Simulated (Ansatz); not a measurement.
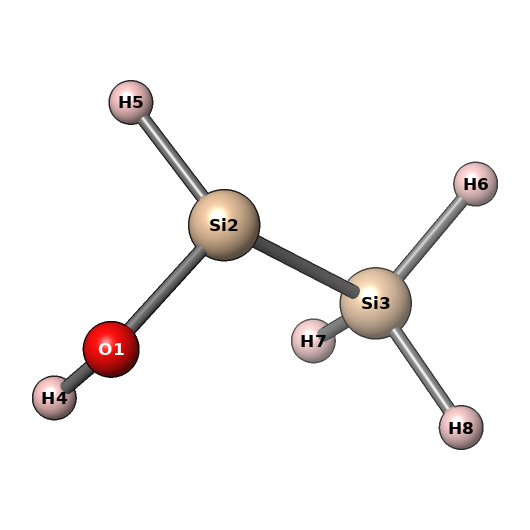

Source: calculation with Ansatz.

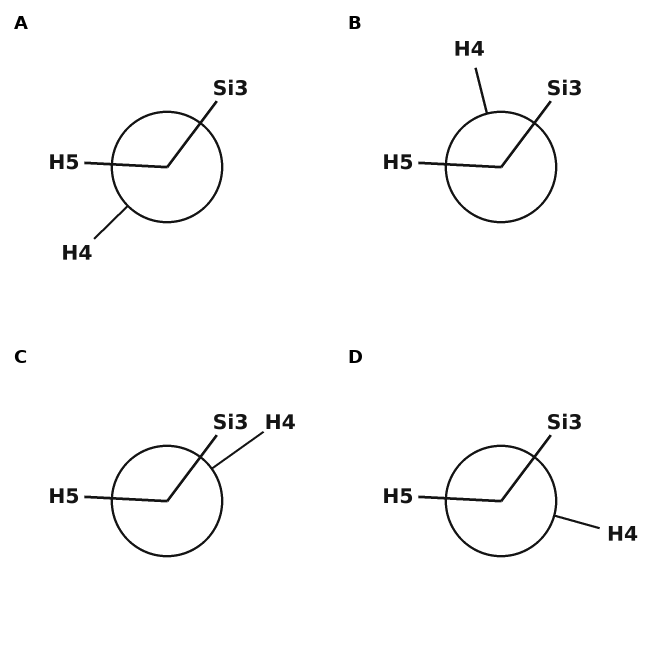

Atoms fade into the background with distance from the viewer. Bonds that would overlap in a projection are set slightly apart. Charge 0, doublet. Geometry: moved along internal coordinates away from the minimum.

### Which Newman projection shows the view along Si2–O1, with Si2 in front?

B. The torsion angle Si3–Si2–O1–H4 is −52°, synclinal (gauche).
